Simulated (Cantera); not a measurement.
Charge: 1 mol SiH₂Cl₂, a varied amount of N₂O, 3 mol N₂, equilibrated at 625 K and 0.00133 bar.

Cantera equilibrium calculation (NASA polynomials, part measured and part estimated; ideal gas, pure solids and liquids). Candidate condensed phases: H₂O, NH₄Cl, Si, SiO₂, Si₂N₂O, Si₃N₄; 47 gas species. The numbers say what is thermodynamically allowed, not how fast it happens.

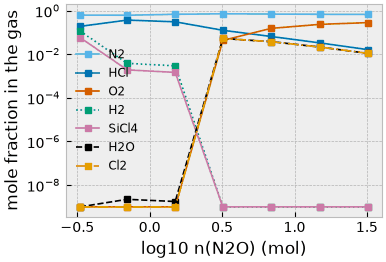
*Equilibrium gas composition (values under 1e-9 drawn at 1e-9)*

Read off the mole fractions at 0.7 mol N₂O.

N₂ about 0.62, HCl about 0.37, H₂ about 0.0039, SiCl₄ about 0.0019.
